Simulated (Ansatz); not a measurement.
## Geometry relaxation, with input and output: F$_{2}$ (charge +1) (part 1 of 2)

F$_{2}$, charge +1, multiplicity 2, computed with MP2/6-31G*, UHF (Ansatz 0.2.0).

The run did not end well. The starting geometry was optimised with MP2/6-31G*.

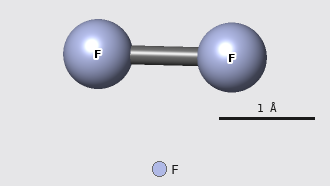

The structure as given in the input (ball-and-stick view, seen at a tilt).

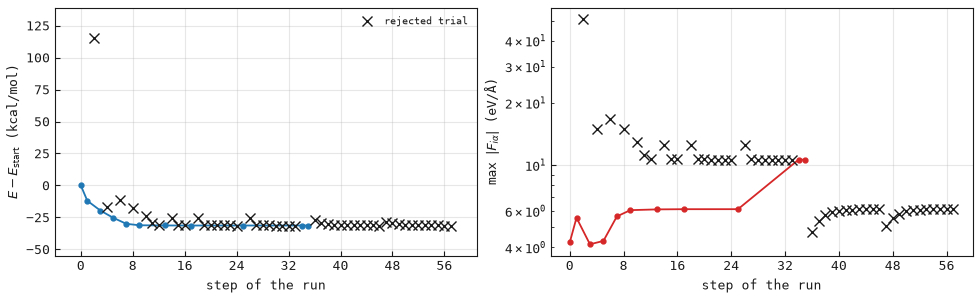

Progress of the relaxation, step by step (the first geometry is step 0 here and step 1 in the log).

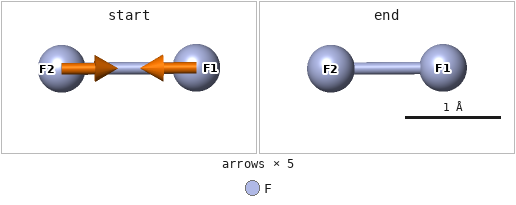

Before (left) and after (right) the relaxation, at one scale (ball-and-stick view, seen on its broad side). The orange arrows give the displacements, magnified 5 times. The relaxation stopped without meeting its thresholds, so the last structure isn't shown to be converged. Over 57 geometry steps the energy falls by 31.3 kcal/mol. The largest force component goes from 4.2 to 6.1 eV/Å. The line search rejected the trial steps at points 2, 4, 6, 8, 10, 11, 12, 14 and more (counted from 0) and went back. The largest moves after the best rigid fit, 0.12 Å, are those of F1 and F2. Among the contacts that change: F1–F2 1.421 → 1.182 Å. (Atoms are counted from 1 in the order of the input.)

The input and output of the run follow.

The input:
```yaml
crystal:
  periodic: [false, false, false]
  atoms:
    - {symbol: F, position_ang: [-0.603108, 0.219387, -0.304704]}
    - {symbol: F, position_ang: [0.603108, -0.219387, 0.304704]}
basis:
  gaussian: {orbitals: "6-31G*"}
total_charge: 1
magnetization: {spin_polarized: true, initial_magnetization: 1}
correlation: {method: mp2}
relax: {}
```

Run as:
```bash
ansatz run job.yaml --threads 1 --pin off --max-ram 3480MiB --events-out events.jsonl --progress --plain --runs-dir runs
```

The program's output:
```
The last accepted step is kept in runs//last_step.txt (removed where the run ends without a failure and the disk answers)
Functional definition: HF
  name "HF"
  exchange = exact_x
  correlation = 0
these checks for a lower state are left out or cut short: cluster_reference
271 factors; integrals over basis functions are off by at most 1.0e-4 eV
mean field evaluation 1: about -5389.4374 eV, gradient 1.1e1 eV
mean field evaluation 2: about -5389.4515 eV, gradient 1.1e1 eV
mean field evaluation 4: about -5389.9551 eV, gradient 7.3e-1 eV
mean field evaluation 8: about -5389.9587 eV, gradient 4.3e-4 eV
mean field evaluation 16: about -5389.9587 eV, gradient 1.3e-4 eV
mean field evaluation 32: about -5391.3274 eV, gradient 4.4e0 eV
mean field evaluation 64: about -5391.5010 eV, gradient 4.8e-3 eV
mean field evaluation 96: about -5391.4969 eV, gradient 3.2e-1 eV
mean field evaluation 128: about -5389.9587 eV, gradient 1.4e-2 eV
mean field -5391.50098716 eV, -198.1340067874 hartree, gradient 1.7e-6 eV, S^2 1.088769; 14 other end points of the search recorded, 0 dependent functions left out
2 core orbitals not correlated: weight in the atoms' cores, before any rotation towards them, 1.000 or more for the frozen orbitals, at most 0.000 for the correlated occupied ones
reference -5391.50098716 eV, -198.1340067874 hartree; 7, 6 occupied and 21, 22 virtual orbitals, 271 factors
second order -7.30704038 eV of doubles, -0.00000000 eV of singles
the calculation of the forces begins
relax step   1: F+E_penalty+E_count = -5398.80802753 eV  Δ(F+E_penalty+E_count) = +0.000e0 eV  max|allowed force component| = 4.237e0 eV/Å  Δτ_max = 0.0000 Å  (465 SCF iters, accepted)
these checks for a lower state are left out or cut short: starts, cluster_reference, orbital_swaps, neighbouring_geometries, increment
271 factors; integrals over basis functions are off by at most 1.1e-4 eV
mean field -5391.31975062 eV, -198.1273464674 hartree, gradient 2.4e-6 eV, S^2 0.874724; 0 other end points of the search recorded, 0 dependent functions left out
[... from here on the field's lines of each further geometry are left out, up to the last ...]
relax step   2: F+E_penalty+E_count = -5399.32708316 eV  Δ(F+E_penalty+E_count) = -5.191e-1 eV  max|allowed force component| = 5.570e0 eV/Å  Δτ_max = 0.0428 Å  (64 SCF iters, accepted)
relax step   3: F+E_penalty+E_count = -5393.79215199 eV  Δ(F+E_penalty+E_count) = +5.535e0 eV  max|allowed force component| = 5.111e1 eV/Å  Δτ_max = 0.1787 Å  (46 SCF iters, rejected (line search))
relax step   4: F+E_penalty+E_count = -5399.65745579 eV  Δ(F+E_penalty+E_count) = -3.304e-1 eV  max|allowed force component| = 4.145e0 eV/Å  Δτ_max = 0.0286 Å  (69 SCF iters, accepted)
relax step   5: F+E_penalty+E_count = -5399.55189095 eV  Δ(F+E_penalty+E_count) = +1.056e-1 eV  max|allowed force component| = 1.505e1 eV/Å  Δτ_max = 0.0684 Å  (64 SCF iters, rejected (line search))
relax step   6: F+E_penalty+E_count = -5399.90604062 eV  Δ(F+E_penalty+E_count) = -2.486e-1 eV  max|allowed force component| = 4.304e0 eV/Å  Δτ_max = 0.0262 Å  (61 SCF iters, accepted)
relax step   7: F+E_penalty+E_count = -5399.30654107 eV  Δ(F+E_penalty+E_count) = +5.995e-1 eV  max|allowed force component| = 1.674e1 eV/Å  Δτ_max = 0.0488 Å  (56 SCF iters, rejected (line search))
relax step   8: F+E_penalty+E_count = -5400.10808447 eV  Δ(F+E_penalty+E_count) = -2.020e-1 eV  max|allowed force component| = 5.654e0 eV/Å  Δτ_max = 0.0175 Å  (83 SCF iters, accepted)
relax step   9: F+E_penalty+E_count = -5399.56277408 eV  Δ(F+E_penalty+E_count) = +5.453e-1 eV  max|allowed force component| = 1.498e1 eV/Å  Δτ_max = 0.0244 Å  (56 SCF iters, rejected (line search))
relax step  10: F+E_penalty+E_count = -5400.15851727 eV  Δ(F+E_penalty+E_count) = -5.043e-2 eV  max|allowed force component| = 6.063e0 eV/Å  Δτ_max = 0.0037 Å  (69 SCF iters, accepted)
relax step  11: F+E_penalty+E_count = -5399.84354168 eV  Δ(F+E_penalty+E_count) = +3.150e-1 eV  max|allowed force component| = 1.300e1 eV/Å  Δτ_max = 0.0122 Å  (67 SCF iters, rejected (line search))
relax step  48: F+E_penalty+E_count = -5400.03490397 eV  Δ(F+E_penalty+E_count) = +1.316e-1 eV  max|allowed force component| = 5.099e0 eV/Å  Δτ_max = 0.0100 Å  (126 SCF iters, rejected (line search))
relax step  49: F+E_penalty+E_count = -5400.09767492 eV  Δ(F+E_penalty+E_count) = +6.885e-2 eV  max|allowed force component| = 5.572e0 eV/Å  Δτ_max = 0.0050 Å  (101 SCF iters, rejected (line search))
relax step  50: F+E_penalty+E_count = -5400.13127265 eV  Δ(F+E_penalty+E_count) = +3.525e-2 eV  max|allowed force component| = 5.840e0 eV/Å  Δτ_max = 0.0025 Å  (89 SCF iters, rejected (line search))
relax step  51: F+E_penalty+E_count = -5400.14867498 eV  Δ(F+E_penalty+E_count) = +1.785e-2 eV  max|allowed force component| = 5.981e0 eV/Å  Δτ_max = 0.0013 Å  (88 SCF iters, rejected (line search))
relax step  52: F+E_penalty+E_count = -5400.15753794 eV  Δ(F+E_penalty+E_count) = +8.985e-3 eV  max|allowed force component| = 6.054e0 eV/Å  Δτ_max = 0.0006 Å  (91 SCF iters, rejected (line search))
relax step  53: F+E_penalty+E_count = -5400.16201105 eV  Δ(F+E_penalty+E_count) = +4.512e-3 eV  max|allowed force component| = 6.092e0 eV/Å  Δτ_max = 0.0003 Å  (88 SCF iters, rejected (line search))
relax step  54: F+E_penalty+E_count = -5400.16425785 eV  Δ(F+E_penalty+E_count) = +2.265e-3 eV  max|allowed force component| = 6.111e0 eV/Å  Δτ_max = 0.0002 Å  (91 SCF iters, rejected (line search))
relax step  55: F+E_penalty+E_count = -5400.16538327 eV  Δ(F+E_penalty+E_count) = +1.140e-3 eV  max|allowed force component| = 6.120e0 eV/Å  Δτ_max = 0.0001 Å  (178 SCF iters, rejected (line search))
relax step  56: F+E_penalty+E_count = -5400.16594672 eV  Δ(F+E_penalty+E_count) = +5.762e-4 eV  max|allowed force component| = 6.125e0 eV/Å  Δτ_max = 0.0000 Å  (146 SCF iters, rejected (line search))
2 core orbitals not correlated: weight in the atoms' cores, before any rotation towards them, 1.000 or more for the frozen orbitals, at most 0.000 for the correlated occupied ones
reference -5390.84750621 eV, -198.1099918054 hartree; 7, 6 occupied and 21, 22 virtual orbitals, 271 factors
second order -9.31872239 eV of doubles, -0.00000000 eV of singles
the calculation of the forces begins
relax step  57: F+E_penalty+E_count = -5400.16622860 eV  Δ(F+E_penalty+E_count) = +2.943e-4 eV  max|allowed force component| = 6.127e0 eV/Å  Δτ_max = 0.0000 Å  (163 SCF iters, rejected (line search))
these checks for a lower state are left out or cut short: starts, cluster_reference, orbital_swaps, neighbouring_geometries, increment
271 factors; integrals over basis functions are off by at most 1.4e-4 eV
mean field evaluation 1344: about -5390.8474 eV, gradient 2.1e-8 eV
mean field -5390.84741130 eV, -198.1099883176 hartree, gradient 1.1e-10 eV, S^2 0.762535; 1 other end points of the search recorded, 0 dependent functions left out
2 core orbitals not correlated: weight in the atoms' cores, before any rotation towards them, 1.000 or more for the frozen orbitals, at most 0.000 for the correlated occupied ones
reference -5390.84741130 eV, -198.1099883176 hartree; 7, 6 occupied and 21, 22 virtual orbitals, 271 factors
second order -9.31895828 eV of doubles, -0.00000000 eV of singles
the calculation of the forces begins
relax step  58: F+E_penalty+E_count = -5400.16636958 eV  Δ(F+E_penalty+E_count) = +1.534e-4 eV  max|allowed force component| = 6.128e0 eV/Å  Δτ_max = 0.0000 Å  (181 SCF iters, rejected (line search))
this run last wrote the structure of step 36 to runs//last_step.txt
Error: geometry relaxation stalled after 58 steps at max|allowed force component| = 1.06e1 eV/Å: a line search along the steepest descent rejected every trial down to a displacement of 9.8e-6 Å, where the energy changed by +1.53e-4 eV against the -2.45e-4 eV the forces predict — the energy disagrees with the forces at that scale, which further steps cannot mend; in a Gaussian basis set `accuracy: high`, else tighten `scf.convergence` (under a hybrid functional on plane waves `scf.exx.energy_threshold` too), narrow the smearing (`scf.occupations.width`), refine the k-mesh (`kpoints`) and, where the input allows it, the basis (`basis.ecutwfc`)
```

Trajectory as extended XYZ (Å, eV, eV/Å), 58 frames, from step=1 to step=58:
```
2
Properties=species:S:1:pos:R:3:forces:R:3 step=1 energy=-5398.80803
F    -0.6031    0.2194   -0.3047    4.2369  -1.5412   2.1406
F     0.6031   -0.2194    0.3047   -4.2369   1.5412  -2.1406
2
Properties=species:S:1:pos:R:3:forces:R:3 step=2 energy=-5399.32708
F    -0.5668    0.2062   -0.2864    5.5702  -2.0262   2.8142
F     0.5668   -0.2062    0.2864   -5.5702   2.0262  -2.8142
2
Properties=species:S:1:pos:R:3:forces:R:3 step=3 energy=-5393.79215 accepted=F
F    -0.4151    0.1510   -0.2097  -51.1144  18.5934 -25.8242
F     0.4151   -0.1510    0.2097   51.1144 -18.5934  25.8242
2
Properties=species:S:1:pos:R:3:forces:R:3 step=4 energy=-5399.65746
F    -0.5425    0.1973   -0.2741    4.1445  -1.5076   2.0939
F     0.5425   -0.1973    0.2741   -4.1445   1.5076  -2.0939
2
Properties=species:S:1:pos:R:3:forces:R:3 step=5 energy=-5399.55189 accepted=F
F    -0.4844    0.1762   -0.2448  -15.0537   5.4759  -7.6055
F     0.4844   -0.1762    0.2448   15.0537  -5.4759   7.6055
2
Properties=species:S:1:pos:R:3:forces:R:3 step=6 energy=-5399.90604
F    -0.5203    0.1893   -0.2628    4.3039  -1.5656   2.1744
F     0.5203   -0.1893    0.2628   -4.3039   1.5656  -2.1744
2
Properties=species:S:1:pos:R:3:forces:R:3 step=7 energy=-5399.30654 accepted=F
F    -0.4789    0.1742   -0.2419  -16.7418   6.0900  -8.4583
F     0.4789   -0.1742    0.2419   16.7418  -6.0900   8.4583
2
Properties=species:S:1:pos:R:3:forces:R:3 step=8 energy=-5400.10808
F    -0.5054    0.1838   -0.2553    5.6543  -2.0568   2.8567
F     0.5054   -0.1838    0.2553   -5.6543   2.0568  -2.8567
2
Properties=species:S:1:pos:R:3:forces:R:3 step=9 energy=-5399.56277 accepted=F
F    -0.4847    0.1763   -0.2449  -14.9780   5.4484  -7.5672
F     0.4847   -0.1763    0.2449   14.9780  -5.4484   7.5672
2
Properties=species:S:1:pos:R:3:forces:R:3 step=10 energy=-5400.15852
F    -0.5023    0.1827   -0.2538    6.0632  -2.2056   3.0633
F     0.5023   -0.1827    0.2538   -6.0632   2.2056  -3.0633
2
Properties=species:S:1:pos:R:3:forces:R:3 step=11 energy=-5399.84354 accepted=F
F    -0.4919    0.1789   -0.2485  -12.9981   4.7282  -6.5669
F     0.4919   -0.1789    0.2485   12.9981  -4.7282   6.5669
2
Properties=species:S:1:pos:R:3:forces:R:3 step=12 energy=-5400.09254 accepted=F
F    -0.4994    0.1817   -0.2523  -11.1876   4.0696  -5.6523
F     0.4994   -0.1817    0.2523   11.1876  -4.0696   5.6523
2
Properties=species:S:1:pos:R:3:forces:R:3 step=13 energy=-5400.15005 accepted=F
F    -0.5013    0.1823   -0.2532  -10.7603   3.9142  -5.4364
F     0.5013   -0.1823    0.2532   10.7603  -3.9142   5.4364
2
Properties=species:S:1:pos:R:3:forces:R:3 step=14 energy=-5400.16478
F    -0.5019    0.1826   -0.2536    6.1149  -2.2244   3.0894
F     0.5019   -0.1826    0.2536   -6.1149   2.2244  -3.0894
2
Properties=species:S:1:pos:R:3:forces:R:3 step=15 energy=-5399.90379 accepted=F
F    -0.4936    0.1796   -0.2494  -12.5654   4.5708  -6.3483
F     0.4936   -0.1796    0.2494   12.5654  -4.5708   6.3483
```
